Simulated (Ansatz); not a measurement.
# Simulated XPS, UPS and emission spectra of LiPS3, part 3 of 3

Wanted: projected DOS of LiPS3, weighted into photoemission and X-ray emission spectra, at several levels of theory.

Ansatz 0.2.0; DFT, PBE, plane-wave PAW, default files, scalar-relativistic (the session's first sound run).

So far. Step 3 (With RPBE): At this level the gap is 1.93 eV on the path. Step 4 (With LDA): At this level the gap is 1.72 eV on the path.

## Step 5: Another try

In this try the input is made faulty on purpose, to show what that does.

This step: DFT, PBE, plane-wave PAW, default files, scalar-relativistic; changed: basis.ecutwfc = "50 eV", scf.max_iter = 60 (Ansatz 0.2.0).

input.yaml

```yaml
crystal:
  lattice:
    - [5.5578, -3.5035, 0.0]
    - [5.5578, 3.5035, 0.0]
    - [-3.7957895619, 0.0, 5.3074392707]
  atoms:
    - { symbol: S, position: [0.6808, 0.6808, 0.0615] }
    - { symbol: S, position: [0.3192, 0.3192, 0.9385] }
    - { symbol: S, position: [0.8022, 0.8022, 0.6739] }
    - { symbol: S, position: [0.1978, 0.1978, 0.3261] }
    - { symbol: S, position: [0.7788, 0.2212, 0.5] }
    - { symbol: S, position: [0.2212, 0.7788, 0.5] }
    - { symbol: P, position: [0.8461, 0.8461, 0.4194] }
    - { symbol: P, position: [0.1539, 0.1539, 0.5806] }
    - { symbol: Li, position: [0.2407, 0.7593, 0.0] }
    - { symbol: Li, position: [0.7593, 0.2407, 0.0] }
kpoints:
  mp_grid: { grid: [4, 4, 4] }
scf:
  occupations: { method: fermi_dirac, width: 0.02 }
  n_extra_bands: 24
  max_iter: 60
hamiltonian:
  xc: pbe
  pseudopotentials: { kind: paw }
output:
  forces: true
  stress: true
  dos:
    projected: true
    de: 0.05
    e_range: [-36, 12]
    nscf_kmesh: { grid: [8, 8, 8] }
basis:
  ecutwfc: "50 eV"
```

Command:

```sh
ansatz run input.yaml --threads 2 --pin off --max-ram 4096MiB --backend cpu --events-out ev --progress --plain --runs-dir out
```

Numbers of over 12 decimals in the logs are rounded to 6 here.

What it wrote:

```text
Warning: basis.ecutwfc = 50 eV is below the records' recommended 420 eV, and the density's cutoff is lower with it unless basis.ecutrho_ratio is high enough to keep the records' density cutoff: compare with a run at a higher cutoff
[...]
Crystal: 10 atoms, lattice volume = 206.690 Å³
Basis set: ecut = 50 eV, 171 PW (Γ), exchange–correlation on 32×32×32 points (8 copies of the dense FFT grid, shifted against one another)
Bands: 50, of which v1, the nominal top of the filled ones, is band 26 counted from 1 (25 counted from 0)
Symmetry: 4 space group operations
[...]
k-points: 24 of 64
[...]
SCF iter   1: F=—  HF=-7207.599455 eV  |F-HF|=—  |Δ(HF+E_count)|=         —  Δρ=1.29e-1  dr2=3.01e1  ethr=1.77e-3  ⟨swp⟩=1.0  Hψ=3972  notcnv=0
[...]
SCF iter   9: F=-7188.922852 eV  HF=-7188.922852 eV  |F-HF|=9.52e-10  |Δ(HF+E_count)|=   4.10e-8  Δρ=1.98e-6  dr2=8.67e-9  ethr=1.92e-10  ⟨swp⟩=10.2  Hψ=5647  notcnv=0
SCF 1 converged in 9 iterations: F = -7188.922852 eV  dr2 = 8.67e-9
[...]
SCF converged after 9 iterations
Free energy (F): -7188.922852 eV
[...]
Internal energy: -7188.922852 eV  (E = F + TS)
E sigma→0 (E₀):  -7188.922852 eV
Fermi energy:    6.592984 eV
[...]
--- Forces (eV/Å), atoms counted from 1 ---
  atom   1  S     -1.95159073     0.00000000    -5.89285627
  atom   2  S      1.95159073    -0.00000000     5.89285627
  atom   3  S     -3.52870007     0.00000000     3.98349282
  atom   4  S      3.52870007    -0.00000000    -3.98349282
  atom   5  S     -0.00000000     0.24581003     0.00000000
  atom   6  S      0.00000000    -0.24581003    -0.00000000
  atom   7  P      4.66553829    -0.00000000     2.28681433
  atom   8  P     -4.66553829     0.00000000    -2.28681433
  atom   9  Li     0.00000000    -0.29401018     0.00000000
  atom  10  Li    -0.00000000     0.29401018    -0.00000000
  max |Σ_I F_I| component: 0.00e0 eV/Å
--- Stress (GPa, compression-positive) ---
       12.508470      -0.000000      -2.655738
       -0.000000       3.841290      -0.000000
       -2.655738      -0.000000      26.580257
  P = ⅓ Tr σ = 14.3100 GPa (143.100 kbar)
--- Band table (eV; the first three rows and the last of 24) ---
  k-point 0: bands = [... 22 lower, 4.1648, 4.4381, 4.6576, 5.7814, 7.6307, 7.8002, 8.3980, 9.3818, ... 20 higher]
  k-point 1: bands = [... 22 lower, 4.3920, 4.4517, 4.8016, 5.3090, 7.6833, 7.9904, 8.6360, 8.8820, ... 20 higher]
  k-point 2: bands = [... 22 lower, 4.3424, 4.4266, 4.8991, 5.2320, 7.7792, 8.0981, 8.3723, 9.2664, ... 20 higher]
  k-point 23: bands = [... 22 lower, 4.4064, 4.8769, 5.0721, 5.3433, 8.5489, 8.7834, 9.3758, 9.4855, ... 20 higher]
```

Run time: 3.1 s. Hardware: 2 threads of Arm Neoverse V2, shared host; peak memory 0.27 GiB; 6.1 s of CPU time.

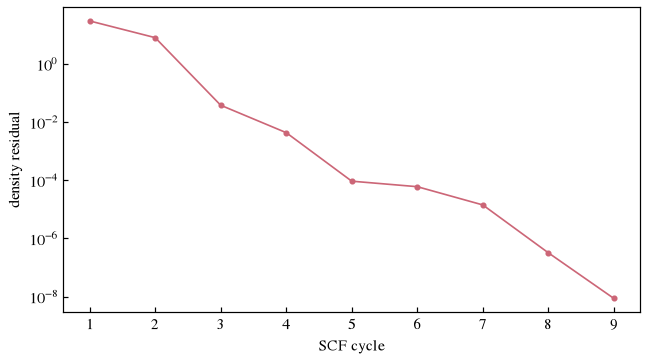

Residual by cycle in this run.

The run finished. A setting was moved off its sound value on purpose, so it serves as a test and not as the result.

The fault put into the input: a cutoff far too low (basis.ecutwfc = "50 eV").

The two runs compared:

```
                                                                             quantity  this run  sound run  difference
                                                                     free energy (eV)   -7188.9    -7338.8         150
                                                         energy at zero smearing (eV)   -7188.9    -7338.8         150
                                                                    Fermi energy (eV)    6.5930     4.7446        1.85
                                                                       pressure (GPa)    14.310     2.7525        11.6
                                                               gap on the k-mesh (eV)    1.6400     1.8530      -0.213
share of occupied states in no projected shell (of the occupied states in the window)    0.0165     0.0164      1.0e-4
```

The two runs differ clearly in the pressure: 14.3 GPa against 2.75 GPa.

## Step 6: Results

| Property | Result |
| --- | --- |
| least gap on the mesh and the path | 1.85 eV |
| strongest listed peak within 13 eV of the zero, at 1486.7 eV | 12.5 eV binding, mostly S 3s |
| PBE (63 s on 2 threads) | gap 1.85 eV, highest Al Kα peak within 13 eV at 12.5 eV (S 3s) |
| RPBE (65 s on 2 threads) | gap 1.93 eV, highest Al Kα peak within 13 eV at 12.4 eV (S 3s) |
| LDA (64 s on 2 threads) | gap 1.72 eV, highest Al Kα peak within 13 eV at 12.2 eV (S 3s) |

In words: LiPS3 is an insulator or semiconductor at the base level (gap 1.85 eV), and its valence spectrum changes with photon energy as the shells' cross sections do. At 1486.7 eV the valence spectrum has its highest listed peaks within 13 eV at 0.8 eV (S 3p), 2.1 eV (S 3p), 4.4 eV (S 3p), 5.1 eV (mixed, S 3p leading) and 12.5 eV (S 3s). The shell named is the one with most of the intensity, cross sections included, not always the one with most states there. In the main run, from 1486.7 eV towards hard X-rays the S 3s share grows by 21 points, as its cross section falls more slowly with photon energy than those of the shells it gains on. With RPBE, the gap on the path moves from 1.85 to 1.93 eV. With LDA, the gap on the path moves from 1.85 to 1.72 eV. At 100 eV the area is led by S 3p (63 %), at 5950 eV by S 3s (72 %), since cross sections fall faster with photon energy for shells of higher angular momentum. These are Kohn–Sham levels; self-energy shifts and satellites are missing. Each run has its own recipe for the spectra (widths, photon energies, in some runs the light), so peak heights and places can differ between runs for that reason too. Semilocal Kohn–Sham gaps are too small as a rule.

[Logs are printed without paths, hosts, clocks, repeated set-up lines and the standing remarks that a program may print on its own settings, such as how far it seeks lower states.]

[Hosts, paths, dates, database ids (printed as entryN), source tags and the programs' standing remarks are cut or masked in the printed files.]

[Maps of the electrostatic potential energy from Ansatz leave out the sawtooth potential of an applied field or a dipole correction, so their vacuum need not be flat; work functions include it.]

[Peak lists hold at most the 14 tallest peaks of each spectrum; further lines can be left out.]
